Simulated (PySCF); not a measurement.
## Electronic structure of C₆H₁₀O₃Si in real space

The calculation's input:

```
{"job": {"kind": "nmr", "xc": "PBE0", "basis": "pcSseg-1"}, "charge": 0, "multiplicity": 1}
C     -2.770303     0.171558     0.088070
C     -1.612708    -0.158440    -0.847474
C     -0.253921     0.077935    -0.188500
Si     1.247907     0.017194    -1.373258
C      2.586414     0.431137    -0.050003
O      3.681888     0.878768    -0.275608
C      2.087911     0.246812     1.380130
O      1.196132    -0.829509     1.557192
C      0.047190    -0.966132     0.852858
O     -0.626334    -1.937098     1.058368
H     -3.720410    -0.007521    -0.408969
H     -2.722920    -0.456267     0.973486
H     -2.735144     1.215836     0.394547
H     -1.678006    -1.205824    -1.143598
H     -1.683220     0.454294    -1.748812
H     -0.264555     1.058638     0.302888
H      1.470208    -1.308947    -1.940102
H      1.192382     1.081770    -2.370380
H      2.925745     0.047212     2.054036
H      1.626596     1.199262     1.682093
```

Run with:

```sh
OMP_NUM_THREADS=1 python probes_run.py task.json out
```

Geometry: GFN2-xTB.

Level of theory: PBE0/pcSseg-1, SCF density, gas phase, non-relativistic in PySCF 2.14.0.

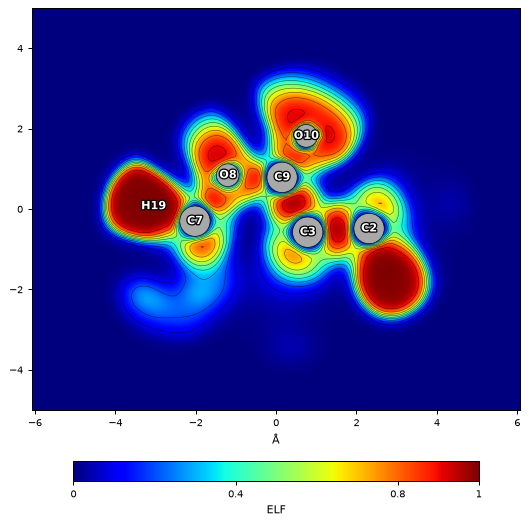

Figure 1. Electron localisation function on the plane of atoms C2, C3 and C9. Grey discs cover the atomic cores.

Question: What does the map show?

Answer:
- The section cuts through C, O and H sites.
- C–O (1.20 Å): the ELF peaks at about 0.85 between the atoms; a multiple bond.
- C–C (1.51 Å): the ELF peaks at about 0.95 between the atoms, as expected for localised, covalent bonding.
- C–H (1.09 Å): the ELF climbs to about 1 towards the hydrogen, as it does in any bond to H; a covalent bond by its length.
- C–O (1.35 Å): the ELF peaks at about 0.85 between the atoms: a polar covalent bond.
- The ELF also peaks beside O8 and O10, away from the bonds: lone-pair regions.

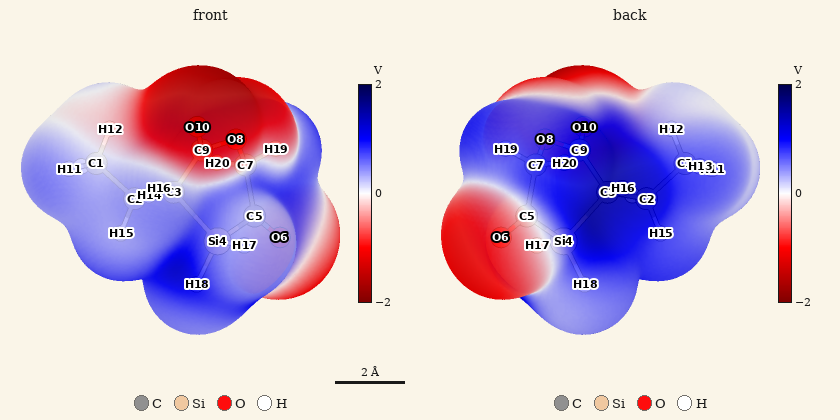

Figure 2. The electrostatic potential painted on the density surface at 0.001 e/bohr³, seen from the front and from behind; red is negative and blue positive.

Question: Describe the electrostatic potential map.

Answer: The most negative region (about −1.6 V, or −37 kcal/mol for a unit charge) lies over O10, the most positive (about +1.5 V, or +35 kcal/mol for a unit charge) over Si4, C5, H16 and H20. O10 is the likeliest acceptor of a hydrogen bond.

Question: How polar is the molecule by this calculation?

Answer: Its dipole moment is 3.06 D.
